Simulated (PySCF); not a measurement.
C7H4F3 (charge −1)

The calculation's input:

```
{"job": {"kind": "uv", "xc": "PBE0", "basis": "def2-SVPD", "nstates": 6, "ntriplets": 2}, "charge": -1, "multiplicity": 1}
F      3.792804    -0.511139    -0.098680
C      2.441327    -0.702327    -0.077282
F      2.190617    -2.032534    -0.112492
C      1.520444     0.280521    -0.027331
F      2.076154     1.539831    -0.000251
C      0.112263     0.207106     0.000756
C     -0.691353    -0.961591    -0.017303
C     -2.008728    -0.569224     0.025628
C     -2.056653     0.839511     0.070786
C     -0.768206     1.317959     0.055689
H     -0.321282    -1.971967    -0.057897
H     -2.869207    -1.223707     0.025274
H     -2.957352     1.435841     0.110471
H     -0.461506     2.351248     0.080466
```

Run with:

```sh
OMP_NUM_THREADS=1 python probes_run.py task.json out
```

Geometry: GFN2-xTB.

These are results of PBE0/def2-SVPD, SCF density, gas phase in PySCF, not measurements.

Predict the electron density and electron localisation function between the atoms.

C–C (1.35 Å): the density is about 2.2 e/Å³ at the midpoint; the ELF peaks at about 0.90 between the atoms (a covalent bond).
C–F (1.35 Å): ρ is about 2.2 e/Å³ halfway, with its minimum of 1.7 e/Å³ about 0.5 Å from C; the ELF peaks at about 0.85 between the atoms; a polar covalent bond.
C–H (1.08 Å): ρ is about 1.9 e/Å³ halfway; the ELF climbs to about 1 towards the hydrogen, as it does in any bond to H (an ordinary covalent bond to hydrogen).
C–C (1.41 Å): ρ at the midpoint is about 2 e/Å³; the ELF peaks at about 0.95 between the atoms; localised, covalent bonding.

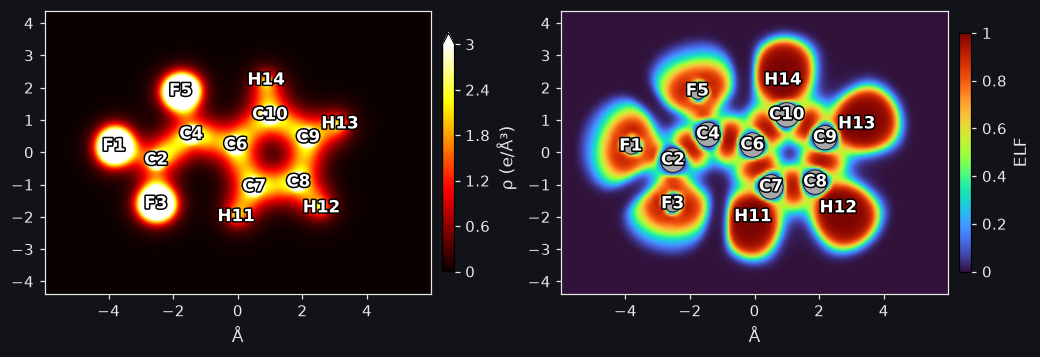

Computed electron density and electron localisation function on the molecular plane, in this order. Grey discs cover the atomic cores in the ELF map. 
